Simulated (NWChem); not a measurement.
**One shape, several levels: B2PH4F (SMILES BPBF)**

Aim: a comparison of 6 runs (HF/STO-3G, HF/3-21G, B3LYP/6-31G*, PBE/6-311G**, MP2/6-31+G*) of B2PH4F. 

The calculation is run with NWChem 7.3.0.

## Step 1: Starting point

B2PH4F has 8 atoms, charge 0, and is taken as a singlet. As SMILES, `BPBF`. The coordinates come from a GFN2-xTB relaxation. This is one conformer, not always the lowest.

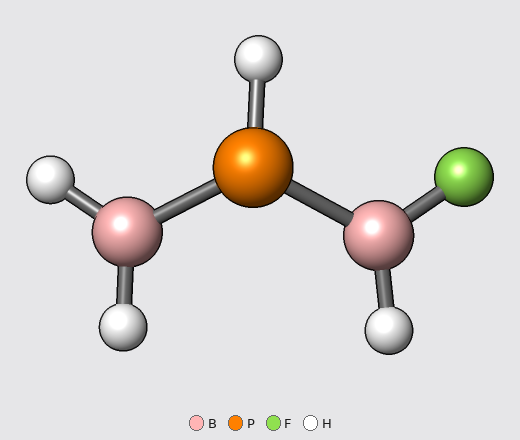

The structure, seen from a chosen angle (boron pink, phosphorus orange, fluorine green, hydrogen white).

## Step 2: Energy and gradient at HF/STO-3G (run 1)

File run.py:

```python
from ase import Atoms
from ase.calculators.nwchem import NWChem

molecule = Atoms(['B', 'P', 'B', 'F', 'H', 'H', 'H', 'H'], positions=[
    [-0.177480, 1.579520, -0.087770],
    [0.740440, 0.043390, 0.151020],
    [-0.264120, -1.483630, 0.302240],
    [0.171010, -2.616970, -0.225060],
    [0.269810, 2.440920, -0.735810],
    [-1.184020, 1.717180, 0.490930],
    [1.719340, -0.157800, -0.793530],
    [-1.274980, -1.522610, 0.897980],
])

calc = NWChem(
    label='struct',
    theory='scf',
    memory='2200 mb',
    basis='STO-3G',
    basispar='spherical bse',
    scf={'nopen': '0', 'rhf': None, 'thresh': '1e-08', 'maxiter': '80'},
)
molecule.calc = calc

forces = molecule.get_forces()
print("Total energy (eV):", round(molecule.get_potential_energy(), 6))
print("forces (eV/A):")
for s, f in zip(molecule.symbols, forces):
    print(f"{s:2s} {f[0]:10.5f} {f[1]:10.5f} {f[2]:10.5f}")
print("dipole (e A):", molecule.get_dipole_moment().round(4))
```

Launch:

```sh
$ export ASE_NWCHEM_COMMAND="nwchem PREFIX.nwi > PREFIX.nwo"
$ python run.py
```

What it wrote:

```text
Total energy (eV): -13226.66531
forces (eV/A):
B    -0.05898   -0.22585   -0.13483
P     0.41570    0.36808    0.45293
B     0.02180   -1.30833   -0.58169
F    -0.34746    0.87464    0.47874
H    -0.19643   -0.15992    0.27398
H     0.33445    0.06700   -0.29552
H    -0.41986    0.12886   -0.08207
H     0.25073    0.25552   -0.11153
dipole (e A): [ 0.0622 -0.0277 -0.0753]
```

The calculator wrote struct.nwi:

```
title "struct"

permanent_dir struct

scratch_dir struct

start struct

geometry units angstrom nocenter noautosym noautoz
  B  -1.7748000000000000e-01 1.5795200000000000e+00 -8.7770000000000001e-02
  P  7.4043999999999999e-01 4.3389999999999998e-02 1.5101999999999999e-01
  B  -2.6412000000000002e-01 -1.4836300000000000e+00 3.0224000000000001e-01
  F  1.7101000000000000e-01 -2.6169699999999998e+00 -2.2506000000000001e-01
  H  2.6980999999999999e-01 2.4409200000000002e+00 -7.3580999999999996e-01
  H  -1.1840200000000001e+00 1.7171799999999999e+00 4.9092999999999998e-01
  H  1.7193400000000001e+00 -1.5780000000000000e-01 -7.9352999999999996e-01
  H  -1.2749800000000000e+00 -1.5226100000000000e+00 8.9798000000000000e-01
end

memory 2200 mb

basis spherical bse noprint
   * library STO-3G
end

scf
  nopen 0
  rhf
  thresh 1e-08
  maxiter 80
end

task scf gradient
```

struct.nwo, shortened:

```text
[...]
      One-electron energy =   -935.028484177916
[... 1 line left out ...]
 Nuclear repulsion energy =    130.265995397346
[... 36 lines left out ...]
                       ROHF Final Molecular Orbital Analysis
[... 182 lines left out ...]
     1   1 0 0      0.117478      0.000000     18.836486
[...]
  wavefunction    =   RHF
                         RHF ENERGY GRADIENTS
    atom               coordinates                        gradient
                 x          y          z           x          y          z
   1 B      -0.335389   2.984860  -0.165861    0.001147   0.004392   0.002622
   2 P       1.399229   0.081995   0.285386   -0.008084  -0.007158  -0.008808
   3 B      -0.499114  -2.803654   0.571151   -0.000424   0.025443   0.011312
[... 4 lines of this table left out ...]
   8 H      -2.409363  -2.877316   1.696936   -0.004876  -0.004969   0.002169
[...]
```

It took 2.3 s on 1 thread of AMD EPYC 9R45 (Zen 5), shared host; peak memory 0.1 GiB.

## Step 3: Energy and forces at HF/3-21G (run 2)

File run.py:

```python
from ase import Atoms
from ase.calculators.nwchem import NWChem

system = Atoms(['B', 'P', 'B', 'F', 'H', 'H', 'H', 'H'], positions=[
    [-0.177480, 1.579520, -0.087770],
    [0.740440, 0.043390, 0.151020],
    [-0.264120, -1.483630, 0.302240],
    [0.171010, -2.616970, -0.225060],
    [0.269810, 2.440920, -0.735810],
    [-1.184020, 1.717180, 0.490930],
    [1.719340, -0.157800, -0.793530],
    [-1.274980, -1.522610, 0.897980],
])

calc = NWChem(
    label='mol',
    theory='scf',
    memory='2200 mb',
    basis='3-21G',
    basispar='spherical bse',
    scf={'nopen': '0', 'rhf': None, 'thresh': '1e-08', 'maxiter': '80'},
)
system.calc = calc

forces = system.get_forces()
print(f"energy = {system.get_potential_energy():.6f} eV")
print("forces (eV/A):")
for s, f in zip(system.symbols, forces):
    print(f"{s:2s} {f[0]:10.5f} {f[1]:10.5f} {f[2]:10.5f}")
print("dipole (e A):", system.get_dipole_moment().round(4))
```

Launch:

```sh
$ export ASE_NWCHEM_COMMAND="nwchem PREFIX.nwi > PREFIX.nwo"
$ python run.py
```

What it wrote:

```text
energy = -13315.709159 eV
forces (eV/A):
B    -0.43848    0.80301    0.05528
P     0.73955   -0.07312    0.32113
B    -0.91356    0.03723    0.68253
F     0.51376   -1.35158   -0.58935
H     0.16224    0.35060   -0.22317
H    -0.40629    0.04962    0.11992
H     0.52723   -0.03903   -0.45293
H    -0.18445    0.22327    0.08659
dipole (e A): [-0.0712  0.1521 -0.0716]
```

The calculator wrote mol.nwi:

```
title "mol"

permanent_dir mol

scratch_dir mol

start mol

geometry units angstrom nocenter noautosym noautoz
  B  -1.7748000000000000e-01 1.5795200000000000e+00 -8.7770000000000001e-02
  P  7.4043999999999999e-01 4.3389999999999998e-02 1.5101999999999999e-01
  B  -2.6412000000000002e-01 -1.4836300000000000e+00 3.0224000000000001e-01
  F  1.7101000000000000e-01 -2.6169699999999998e+00 -2.2506000000000001e-01
  H  2.6980999999999999e-01 2.4409200000000002e+00 -7.3580999999999996e-01
  H  -1.1840200000000001e+00 1.7171799999999999e+00 4.9092999999999998e-01
  H  1.7193400000000001e+00 -1.5780000000000000e-01 -7.9352999999999996e-01
  H  -1.2749800000000000e+00 -1.5226100000000000e+00 8.9798000000000000e-01
end

memory 2200 mb

basis spherical bse noprint
   * library 3-21G
end

scf
  nopen 0
  rhf
  thresh 1e-08
  maxiter 80
end

task scf gradient
```

mol.nwo, shortened:

```text
[...]
      One-electron energy =   -935.095015727002
[... 1 line left out ...]
 Nuclear repulsion energy =    130.265995397346
[... 37 lines left out ...]
                       ROHF Final Molecular Orbital Analysis
[... 182 lines left out ...]
     1   1 0 0     -0.134553      0.000000     18.836486
[...]
  wavefunction    =   RHF
                         RHF ENERGY GRADIENTS
    atom               coordinates                        gradient
                 x          y          z           x          y          z
   1 B      -0.335389   2.984860  -0.165861    0.008527  -0.015616  -0.001075
   2 P       1.399229   0.081995   0.285386   -0.014382   0.001422  -0.006245
   3 B      -0.499114  -2.803654   0.571151    0.017766  -0.000724  -0.013273
[... 4 lines of this table left out ...]
   8 H      -2.409363  -2.877316   1.696936    0.003587  -0.004342  -0.001684
[...]
```

Wall time 2.6 s (1 thread of AMD EPYC 9R45 (Zen 5), shared host); peak memory 0.099 GiB.

Runs 3 to 4 aren't shown in full; the table further down has their settings and results.

## Step 4: Energy and forces at PBE/6-311G(d,p) (run 5)

File struct.nw:

```
start struct
memory 2200 mb

geometry units angstroms noautosym nocenter noautoz
  B     -0.177480     1.579520    -0.087770
  P      0.740440     0.043390     0.151020
  B     -0.264120    -1.483630     0.302240
  F      0.171010    -2.616970    -0.225060
  H      0.269810     2.440920    -0.735810
  H     -1.184020     1.717180     0.490930
  H      1.719340    -0.157800    -0.793530
  H     -1.274980    -1.522610     0.897980
end

basis spherical bse
  * library 6-311G**
end

dft
  xc xpbe96 cpbe96
  grid fine
  convergence energy 1e-08
  maxiter 100
  mulliken
  print medium
end

task dft gradient
```

Launch:

```sh
$ nwchem struct.nw > struct.out
```

What it wrote:

```text
[...]
          Wavefunction type:  closed shell.
          No. of atoms     :     8
          No. of electrons :    38
[...]
          Charge           :     0
          Spin multiplicity:     1
[...]
          AO basis - number of functions:   104
[...]
              XC Information
              --------------
          PerdewBurkeErnzerhof Exchange Functional  1.000
            Perdew 1991 LDA Correlation Functional  1.000 local
           PerdewBurkeErnz. Correlation Functional  1.000 non-local
[...]
 d= 0,ls=0.0,diis     1   -492.9476142755 -6.23D+02  1.05D-02  1.21D+00     1.7
[...]
 d= 0,ls=0.0,diis    12   -493.0268564595 -2.68D-10  1.46D-07  5.17D-10    16.0
         Total DFT energy =     -493.026856459497
      One electron energy =     -938.702877343618
           Coulomb energy =      358.443711974461
    Exchange-Corr. energy =      -43.033686487685
 Nuclear repulsion energy =      130.265995397346
[...]
      Total Density - Mulliken Population Analysis
     ---------------------------------------------
    Atom       Charge   Shell Charges
 -----------   ------   -------------------------------------------------------
    1 B    5     5.20   1.13  0.85  0.47  0.70  1.00  0.43  0.58  0.04
    2 P   15    14.92   0.79  1.18  0.90  1.08  0.89  0.75  2.04  3.83  0.73  2.18  0.48  0.07
    3 B    5     4.87   1.13  0.85  0.47  0.69  0.97  0.31  0.29  0.15
    4 F    9     9.12   1.08  0.92  1.19  1.09  2.34  0.81  1.70  0.00
    5 H    1     0.96   0.27  0.54  0.14  0.02
    6 H    1     0.96   0.27  0.53  0.14  0.02
    7 H    1     0.96   0.25  0.55  0.14  0.02
    8 H    1     1.01   0.27  0.55  0.18  0.02
[...]
  wavefunction    = closed shell
                         DFT ENERGY GRADIENTS
    atom               coordinates                        gradient
                 x          y          z           x          y          z
   1 B      -0.335389   2.984860  -0.165861    0.002388  -0.000855  -0.000852
   2 P       1.399229   0.081995   0.285386   -0.004124  -0.007288  -0.011215
   3 B      -0.499114  -2.803654   0.571151    0.007382   0.008197  -0.002733
   4 F       0.323162  -4.945356  -0.425302   -0.007169   0.012070   0.006950
   5 H       0.509867   4.612670  -1.390479   -0.006525  -0.010474   0.008099
   6 H      -2.237473   3.245000   0.927723    0.012267  -0.000804  -0.006760
   7 H       3.249081  -0.298199  -1.499554   -0.015944   0.002453   0.013817
   8 H      -2.409363  -2.877316   1.696936    0.011724  -0.003299  -0.007306
[...]
```

It took 21 s on 1 thread of AMD EPYC 9R45 (Zen 5), shared host; peak memory 0.13 GiB.

## Step 5: Energy and gradient at MP2/6-31+G(d) (spherical functions) (run 6)

File run.xyz:

```xyz
8

B     -0.177480     1.579520    -0.087770
P      0.740440     0.043390     0.151020
B     -0.264120    -1.483630     0.302240
F      0.171010    -2.616970    -0.225060
H      0.269810     2.440920    -0.735810
H     -1.184020     1.717180     0.490930
H      1.719340    -0.157800    -0.793530
H     -1.274980    -1.522610     0.897980
```

File run.nw:

```
start run
memory stack 880 mb heap 220 mb global 1100 mb

geometry units angstrom noautosym nocenter noautoz
 load format xyz run.xyz
end

basis spherical bse
 * library 6-31+G*
end

scf
 nopen 0
 rhf
 thresh 1e-08
 maxiter 80
end

mp2
 freeze core 8
 tight
end

task mp2 gradient
```

Launch:

```sh
$ nwchem run.nw > run.out
```

What it wrote:

```text
[...]
  functions       =    84
[...]
  wavefunction    = RHF
[...]
         Total SCF energy =   -491.892480697752
      One-electron energy =   -938.351987727820
      Two-electron energy =    316.193511632722
 Nuclear repulsion energy =    130.265995397346
        Time for solution =     12.1s
[...]
          Total MP2 energy          -492.322415695638
[...]
                         mp2 ENERGY GRADIENTS
    atom               coordinates                        gradient
                 x          y          z           x          y          z
   1 B      -0.335389   2.984860  -0.165861    0.004895  -0.002880  -0.000119
   2 P       1.399229   0.081995   0.285386   -0.010768  -0.003310  -0.007599
   3 B      -0.499114  -2.803654   0.571151    0.011946  -0.002175  -0.007086
   4 F       0.323162  -4.945356  -0.425302   -0.009403   0.019806   0.009818
   5 H       0.509867   4.612670  -1.390479   -0.005577  -0.009252   0.006411
   6 H      -2.237473   3.245000   0.927723    0.010386  -0.000954  -0.005386
   7 H       3.249081  -0.298199  -1.499554   -0.010422   0.001393   0.009408
   8 H      -2.409363  -2.877316   1.696936    0.008943  -0.002628  -0.005447
[...]
```

Run time: 32 s. Hardware: 1 thread of AMD EPYC 9R45 (Zen 5), shared host; peak memory 0.23 GiB.

## Step 6: All runs side by side

```tsv
run	level	iteration cap	module	energy (Eh)	dipole moment (D)	HOMO energy (eV)	LUMO energy (eV)	wall time
1	HF/STO-3G	80	scf	-486.070989	0.49	-7.05	6.47	2.3 s
2	HF/3-21G	80	scf	-489.343290	0.88	-9.98	1.95	2.6 s
3	B3LYP/6-31G* (spherical functions)	100	dft	-493.331213	0.41	-7.33	-1.70	21 s
4	B3LYP/6-31G* (Cartesian functions)	100	dft	-493.335752	0.41	-7.33	-1.70	23 s
5	PBE/6-311G**	100	dft	-493.026856	0.46	-6.80	-2.79	21 s
6	MP2/6-31+G* (spherical functions)	80	mp2	-492.322416	0.59	-9.85	1.24	32 s
```

## Step 7: What came out

| quantity | value |
| --- | --- |
| run 6: total energy | -492.32242 Eh |
| run 6: dipole moment (of the density that the program reports) | 0.59 D |
| run 6: HOMO energy (Hartree–Fock orbitals) | -9.85 eV |
| run 6: LUMO energy (Hartree–Fock orbitals) | 1.24 eV |
| run 6: HOMO–LUMO gap (Hartree–Fock orbitals) | 11.09 eV |
| run 6: correlation energy (8 core orbitals frozen) | -429.9 mEh |
| run 6: largest force on an atom | 1.235 eV/Å |

What this shows: The dipole moment (its size) runs from 0.41 D (B3LYP/6-31G*) to 0.88 D (HF/3-21G). The two ends differ in method and basis. Over runs 1, 2, 3, 4, 5 the HOMO–LUMO gap runs from 4.01 eV (PBE/6-311G**) to 13.52 eV (HF/STO-3G). Totals of different functionals can't be ranked against each other. In run 1 the basis is minimal, so the values are rough. All runs together took 1.7 min, the longest 32 s.
